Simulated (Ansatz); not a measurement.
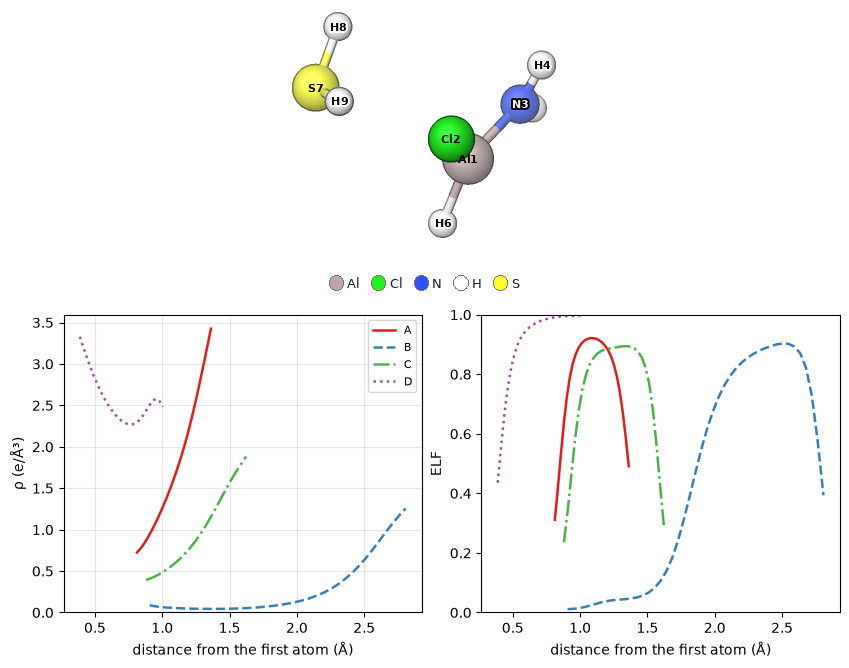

Figure 1: AlClH3N···H2S. Electron density and electron localisation function along straight lines between neighbouring atoms. The curves leave out the atomic cores. The structure is drawn too.

Not at a stationary point (largest force 1.1 eV/Å).

The calculation used RHF/def2-SVP (Ansatz 0.2.0).

```yaml
atoms:
  - { symbol: Al, position_ang: [0.0394, -0.1150, -0.1490] }
  - { symbol: Cl, position_ang: [-0.0419, -0.7378, 1.9599] }
  - { symbol: N, position_ang: [1.6246, -0.1855, -0.9031] }
  - { symbol: H, position_ang: [2.4811, -0.4591, -0.4608] }
  - { symbol: H, position_ang: [1.7975, 0.0554, -1.8606] }
  - { symbol: H, position_ang: [-1.2857, 0.1519, -0.9236] }
  - { symbol: S, position_ang: [-0.1095, 2.8906, 1.5497] }
  - { symbol: H, position_ang: [1.2013, 2.9544, 1.7950] }
  - { symbol: H, position_ang: [-0.3007, 1.7969, 2.3536] }
```

Q: Which curve belongs to which contact (Al–Cl, Al–N, Al–S and N–H)? The first atom named is at distance zero.

A: Curve A: Al–N (1.76 Å): ρ is about 0.87 e/Å³ halfway; the ELF peaks at about 0.90 in the valence shell of N, 0.7 Å from its nucleus, and is about 0.65 at the midpoint. Curve B: Al1···S7 (3.46 Å): the density falls to about 0.04 e/Å³ on the way; the ELF peaks at about 0.90 in the valence shell of S, 1.0 Å from its nucleus, and is about 0.25 at the midpoint. Curve C: Al–Cl (2.20 Å): ρ is about 0.6 e/Å³ halfway; the ELF peaks at about 0.90 in the valence shell of Cl, 0.9 Å from its nucleus, and is about 0.85 at the midpoint. Curve D: N–H (1.00 Å): the density is about 2.8 e/Å³ at the midpoint; the ELF climbs to about 1 towards the hydrogen, as it does in any bond to H; a covalent bond by its length.
